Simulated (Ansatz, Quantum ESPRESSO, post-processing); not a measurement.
# Work-function anisotropy of Al, part 2 of 2

Wanted: work functions of Al face by face, under two functionals.

Quantum ESPRESSO 7.5; plane-wave DFT, PBE, PseudoDojo norm-conserving pseudopotentials; geometry and cross-check by Ansatz 0.2.0 with PAW datasets.

So far. Step 11 (Potential by pp.x of (100)): On (100) the work function under LDA lies +0.14 eV from PBE's. Step 12 (Relaxation with Ansatz of (110)): The relaxation lowers the energy by 6 meV an atom. Held were the atoms numbered 3, 4 and 5; the forces quoted are those on the free ones.

## Step 13: SCF with pw.x of (110), PBE

Level of this step: plane-wave DFT, PBE, PseudoDojo norm-conserving pseudopotentials (Quantum ESPRESSO 7.5).

110.pbe.in reads:

```
&control
  prefix = '110.pbe'
  outdir = './out'
  pseudo_dir = './pseudo'
  calculation = 'scf'
  tprnfor = .true.
/
&system
  ibrav = 0
  nat = 7
  ntyp = 1
  ecutwfc = 32
  ecutrho = 128
  occupations = 'smearing'
  smearing = 'mv'
  degauss = 0.02
/
&electrons
  conv_thr = 1e-07
  mixing_beta = 0.4
  electron_maxstep = 120
  mixing_mode = 'local-TF'
/
ATOMIC_SPECIES
  Al  26.9815  Al.dojo-sr-pbe-0.4.1-standard.upf
CELL_PARAMETERS angstrom
  4.05000000000000 0.00000000000000 0.00000000000000
  0.00000000000000 2.86378246380000 0.00000000000000
  0.00000000000000 0.00000000000000 24.59134739140000
ATOMIC_POSITIONS crystal
  Al  0.000000000000 0.000000000000 0.327950522925
  Al  0.500000000000 0.500000000000 0.380461051205
  Al  0.000000000000 0.000000000000 0.441772558900
  Al  0.500000000000 0.500000000000 0.500000000000
  Al  0.000000000000 0.000000000000 0.558227441100
  Al  0.500000000000 0.500000000000 0.619538947703
  Al  0.000000000000 0.000000000000 0.672049478276
K_POINTS automatic
  8 10 1 0 0 0
```

Run with:

```console
$ OMP_NUM_THREADS=1 mpirun -n 2 pw.x -nk 2 -in 110.pbe.in > 110.pbe.out
```

Wall time 26 s (2 MPI ranks of Intel Xeon Platinum 8375C at 2.90GHz (Ice Lake), shared host); peak memory 0.23 GiB; 52 s of CPU time.

Read from the output:

| Property | Result |
| --- | --- |
| free energy | -439.9531 eV |
| Fermi energy | 0.8758 eV |

## Step 14: Potential by pp.x of (110)

110.pbe.pot.in reads:

```
&inputpp
  prefix = '110.pbe'
  outdir = './out'
  filplot = '110.pbe.pot.dat'
  plot_num = 11
/
```

Run with:

```console
$ OMP_NUM_THREADS=1 mpirun -n 2 pp.x -in 110.pbe.pot.in > 110.pbe.pot.out
```

Run time: 1.1 s. Hardware: 2 MPI ranks; peak memory 0.1 GiB.

Read from the output:

| Property | Result |
| --- | --- |
| work function of the upper face | 4.030 eV |
| slope of the potential above | 1.97e-4 eV/Å |
| upper vacuum line continued to the top atoms, over the Fermi level | 4.029 eV |
| work function of the lower face | 4.030 eV |
| slope of the potential below | -1.17e-4 eV/Å |
| lower vacuum line continued to the bottom atoms, over the Fermi level | 4.030 eV |

The potential energy, planar mean oscillates, so the rows of the table below give means over windows of 1.37 Å about each position, cut where the curve ends. Its maxima inside the range that stand out by 2 % of the span (Å: eV): 8.7: -6.25, 10.1: -4.14, 11.6: -4.88, 13.0: -4.88, 14.5: -4.14, 15.8: -6.25. Its minima: 8.2: -8.54, 9.3: -8.80, 10.9: -8.56, 12.3: -8.75, 13.7: -8.56, 15.3: -8.80, 16.4: -8.54.

Electrostatic potential energy of an electron; zero at the Fermi level. Table of potential energy, planar mean by z; means over each step:

```
z (Å)  potential energy, planar mean (eV)
 0.69                                4.03
 2.06                                4.03
 3.43                                4.03
 4.79                                4.01
 6.17                                3.55
 7.54                               -3.26
 8.91                               -7.67
10.28                               -6.32
11.65                               -6.85
13.02                               -6.85
14.39                               -6.29
15.76                               -7.70
17.12                               -2.71
18.50                                3.62
19.86                                4.02
21.23                                4.03
22.61                                4.03
23.98                                4.03
```

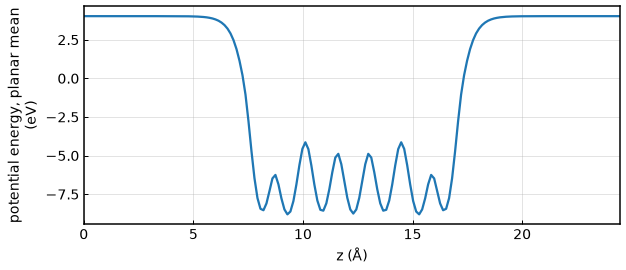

Potential energy, planar mean against z.

## Step 15: SCF with pw.x of (110), LDA

Level of this step: plane-wave DFT, LDA, PseudoDojo norm-conserving pseudopotentials (Quantum ESPRESSO 7.5).

110.lda.in, as its differences from the input of step 13:

```diff
@@ -1,3 +1,3 @@
 &control
-  prefix = '110.pbe'
+  prefix = '110.lda'
   outdir = './out'
@@ -24,3 +24,3 @@
 ATOMIC_SPECIES
-  Al  26.9815  Al.dojo-sr-pbe-0.4.1-standard.upf
+  Al  26.9815  Al.dojo-sr-lda-0.4.1-standard.upf
 CELL_PARAMETERS angstrom
```

Run with:

```console
$ OMP_NUM_THREADS=1 mpirun -n 2 pw.x -nk 2 -in 110.lda.in > 110.lda.out
```

Elapsed: 28 s, on 2 MPI ranks; peak memory 0.24 GiB.

Numbers from this step:

```
free energy  : -448.3288 eV
Fermi energy : 0.6954 eV
```

## Step 16: Electrostatic potential of (110)

110.lda.pot.in reads:

```
&inputpp
  prefix = '110.lda'
  outdir = './out'
  filplot = '110.lda.pot.dat'
  plot_num = 11
/
```

Run with:

```console
$ OMP_NUM_THREADS=1 mpirun -n 2 pp.x -in 110.lda.pot.in > 110.lda.pot.out
```

Elapsed: 1.1 s, on 2 MPI ranks; peak memory 0.1 GiB.

This step gave:

* work function of the upper face: 4.196 eV
* slope of the potential above: 1.88e-4 eV/Å
* upper vacuum line continued to the top atoms, over the Fermi level: 4.195 eV
* work function of the lower face: 4.196 eV
* slope of the potential below: -1.46e-4 eV/Å
* lower vacuum line continued to the bottom atoms, over the Fermi level: 4.195 eV

On (110) the work function under LDA lies +0.17 eV from PBE's.

## Step 17: The series side by side

All levels:

```
     level  work function (eV)  Ansatz, PBE (eV)  CPU time (s)
(111), PBE               4.104             4.115         24.08
(111), LDA               4.266                 -          24.4
(100), PBE               4.224             4.238         21.21
(100), LDA               4.366                 -         20.72
(110), PBE                4.03             4.043         51.65
(110), LDA               4.196                 -         55.53
```

## Step 18: By hand

For (111) under PBE, on the run's own zero: φ = 5.577 − (1.472) = 4.105 eV.

## Step 19: Summary of results

```json
{
 "work function of (111), PBE": "4.10 eV",
 "work function of (111), LDA": "4.27 eV",
 "work function of (100), PBE": "4.22 eV",
 "work function of (100), LDA": "4.37 eV",
 "work function of (110), PBE": "4.03 eV",
 "work function of (110), LDA": "4.20 eV"
}
```

**Reading.** Under PBE the work functions are 4.22 eV on (100), 4.10 eV on (111) and 4.03 eV on (110). In order of packing, from 7.10 to 11.60 Å² an atom, the faces are (111), (100) and (110). The work function doesn't follow that order throughout, so smoothing alone doesn't explain it; the states near the Fermi level, surface states and relaxation differ from face to face. LDA lies +0.14 to +0.17 eV from PBE on the same atoms, nearly a rigid shift. The top two spacings change by +0.9 and -0.4 % on (111), +1.5 and +3.3 % on (100) and -9.8 and +5.3 % on (110). Electron diffraction gives +1.7 ± 0.3 % on (111) and −8.4 % on (110), as quoted in arxiv:0801.1077 (2008). Ansatz, with Fermi-Dirac smearing and its own datasets, agrees within 0.01 eV under PBE. The slabs are thin and unreconstructed, at the tabulated lattice constant; thickness and mesh leave some 0.05 to 0.1 eV open.

Calculation against experiment:

| quantity | measured | PBE | LDA |
| --- | --- | --- | --- |
| work function of (111) (eV) | 4.32 | 4.10 (-0.22 eV) | 4.27 (-0.05 eV) |
| work function of (100) (eV) | 4.32 | 4.22 (-0.10 eV) | 4.37 (+0.05 eV) |
| work function of (110) (eV) | 4.23 | 4.03 (-0.20 eV) | 4.20 (-0.03 eV) |

Measured values from arxiv:1702.08515 (2017).

**Verdict.** The grades are ours: good and fair within 3 and 7 % for the work function of (111), 3 and 7 % for the work function of (100) and 3 and 7 % for the work function of (110). Other measurements of the same face can differ from the value quoted by 0.1 to 0.2 eV.

[Logs are printed without paths, hosts, clocks, repeated set-up lines and the standing remarks that a program may print on its own settings, such as how far it seeks lower states.]

[Hosts, paths, dates, database ids (printed as entryN), source tags and the programs' standing remarks are cut or masked in the printed files.]

[Maps of the electrostatic potential energy from Ansatz leave out the sawtooth potential of an applied field or a dipole correction, so their vacuum need not be flat; planar profiles and work functions include it.]
